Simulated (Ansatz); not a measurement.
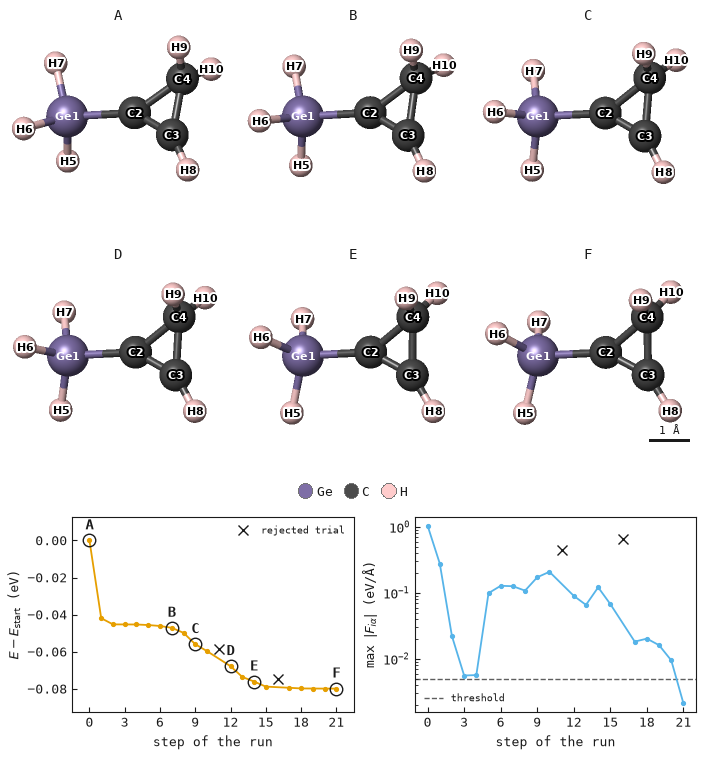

Frames of a relaxation of C3H6Ge, marked on the history of the run. Style: ball-and-stick. Shown at a tilt.

The start comes from PBE-D4/def2-SVP.

Theory: Ansatz 0.2.0, RKS PBE0-D4/def2-TZVP. Settings: force threshold 0.005 eV/Å; at most 150 steps.

What happens along the run?

H6 moves most after the best rigid fit: 0.87 Å. Largest moves by element: H 0.87 Å, C 0.36 Å, Ge 0.02 Å. Some distances before and after: C2–C3 1.316 → 1.294 Å, C4–H10 1.110 → 1.090 Å, C3–H8 1.096 → 1.077 Å, Ge1–C2 1.930 → 1.913 Å. Groups turn about Ge1–C2 by about 60°. Over 19 accepted moves (21 points after the start) the energy falls by 0.080 eV. The largest force component goes from 1 to 0.0021 eV/Å. The line search rejected the trial steps at points 11, 16 of the run. From step 0 to 7: H atoms move most (0.20 Å), energy −0.047 eV. From step 7 to 9: H atoms move most (0.24 Å), energy −0.009 eV. From step 9 to 12: H6 moves most (0.10 Å), energy −0.012 eV. From step 12 to 14: H atoms move most (0.24 Å), energy −0.008 eV. From step 14 to 21: H6 moves most (0.10 Å), energy −0.004 eV.

| step | E − E(0), eV | largest force component, eV/Å | note |
| --- | --- | --- | --- |
| 0 | 0.0000 | 1.0461 |  |
| 1 | -0.0419 | 0.2789 |  |
| 2 | -0.0452 | 0.0221 |  |
| 3 | -0.0453 | 0.0056 |  |
| 4 | -0.0453 | 0.0057 |  |
| 5 | -0.0456 | 0.0991 |  |
| 6 | -0.0461 | 0.1281 |  |
| 7 | -0.0471 | 0.1263 |  |
| 8 | -0.0498 | 0.1082 |  |
| 9 | -0.0559 | 0.1726 |  |
| 10 | -0.0597 | 0.2088 |  |
| 11 | -0.0585 | 0.4447 | rejected |
| 12 | -0.0678 | 0.0901 |  |
| 13 | -0.0736 | 0.0658 |  |
| 14 | -0.0761 | 0.1215 |  |
| 15 | -0.0788 | 0.0676 |  |
| 16 | -0.0748 | 0.6564 | rejected |
| 17 | -0.0794 | 0.0183 |  |
| 18 | -0.0798 | 0.0203 |  |
| 19 | -0.0798 | 0.0161 |  |
| 20 | -0.0799 | 0.0095 |  |
| 21 | -0.0799 | 0.0021 |  |
